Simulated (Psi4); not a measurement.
## Geometry relaxation, with input and output: Cl₂ (part 4 of 4)

The same run, continued: Cl₂, SMILES ClCl; B3LYP/cc-pVDZ, RKS (Psi4 1.11). The geometry comes from this level: PBE0-D4/def2-TZVP.

Geometry of the input (Å):
```
Cl 0.8457  -0.2816  0.4336
Cl -0.8457  0.2816  -0.4336
```

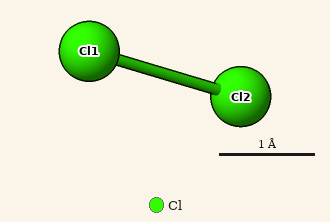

Figure 1. The geometry at step 3 of the log (ball-and-stick view, seen at an oblique angle; atoms are numbered from 1 in the order of the input).

**Trajectory as extended XYZ (Å, eV, eV/Å), 6 frames, from step=0 to step=5**
```
2
Properties=species:S:1:pos:R:3:forces:R:3 step=0 energy=-25045.22931
Cl    0.8457   -0.2816    0.4336    1.1590  -0.3859   0.5942
Cl   -0.8457    0.2816   -0.4336   -1.1590   0.3859  -0.5942
2
Properties=species:S:1:pos:R:3:forces:R:3 step=1 energy=-25045.26454
Cl    0.8619   -0.2870    0.4419    0.4474  -0.1490   0.2294
Cl   -0.8619    0.2870   -0.4419   -0.4474   0.1490  -0.2294
2
Properties=species:S:1:pos:R:3:forces:R:3 step=2 energy=-25045.27154
Cl    0.8720   -0.2904    0.4471    0.0612  -0.0204   0.0314
Cl   -0.8720    0.2904   -0.4471   -0.0612   0.0204  -0.0314
2
Properties=species:S:1:pos:R:3:forces:R:3 step=3 energy=-25045.27168
Cl    0.8735   -0.2909    0.4478    0.0089  -0.0030   0.0046
Cl   -0.8735    0.2909   -0.4478   -0.0089   0.0030  -0.0046
2
Properties=species:S:1:pos:R:3:forces:R:3 step=4 energy=-25045.27168
Cl    0.8737   -0.2909    0.4480    0.0013  -0.0004   0.0007
Cl   -0.8737    0.2909   -0.4480   -0.0013   0.0004  -0.0007
2
Properties=species:S:1:pos:R:3:forces:R:3 step=5 energy=-25045.27168
Cl    0.8737   -0.2909    0.4480    0.0002  -0.0001   0.0001
Cl   -0.8737    0.2909   -0.4480   -0.0002   0.0001  -0.0001
```

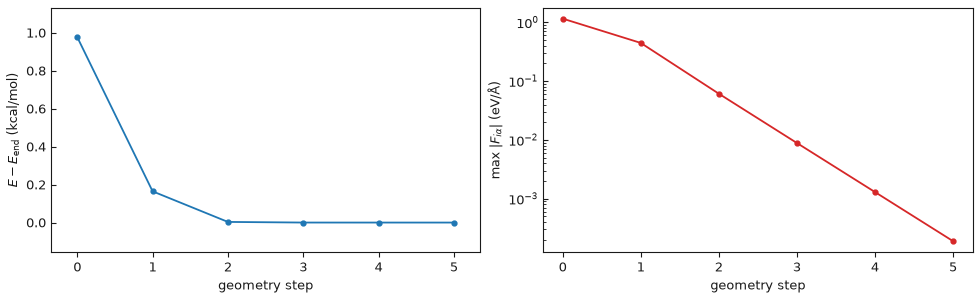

Figure 2. Progress of the relaxation, step by step (steps are counted from 0).

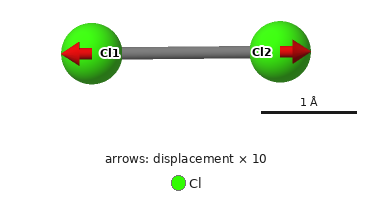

Figure 3. The starting structure with the displacements as red arrows, magnified 10 times (ball-and-stick view, seen at a tilt). The two geometries are laid on each other by the best rigid fit. The largest moves after the best rigid fit, 0.033 Å, are those of Cl1 and Cl2. Distances before and after: Cl1–Cl2 1.982 → 2.048 Å. After 5 geometry steps the energy has fallen by 0.98 kcal/mol. The largest force component goes from 1.2 to 0.00019 eV/Å. (Atoms are counted from 1 in the order of the input.)

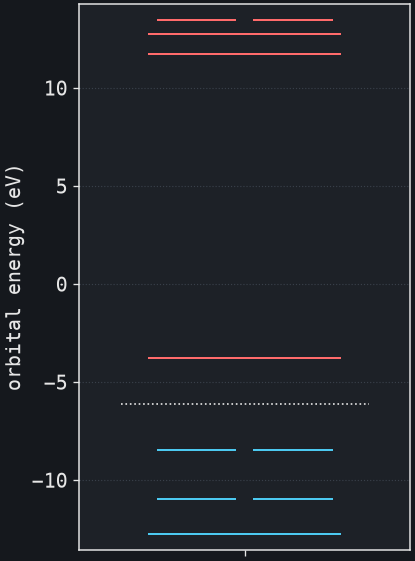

Figure 4. Orbital energies near the frontier; the dotted line parts filled from empty levels, and levels within 0.02 eV of each other stand side by side. Highest filled −8.44 eV, lowest empty −3.77 eV, 4.67 eV apart.

**Results in brief**

```json
{"quantity": "outcome", "value": "converged"}
{"quantity": "total energy", "value": "−920.396758 hartree"}
{"quantity": "basis functions", "value": "36"}
{"quantity": "HOMO", "value": "−8.44 eV"}
{"quantity": "LUMO", "value": "−3.77 eV"}
{"quantity": "dipole moment", "value": "0.00 D"}
{"quantity": "wall time", "value": "51 s"}
{"quantity": "peak memory", "value": "0.46 GiB"}
```
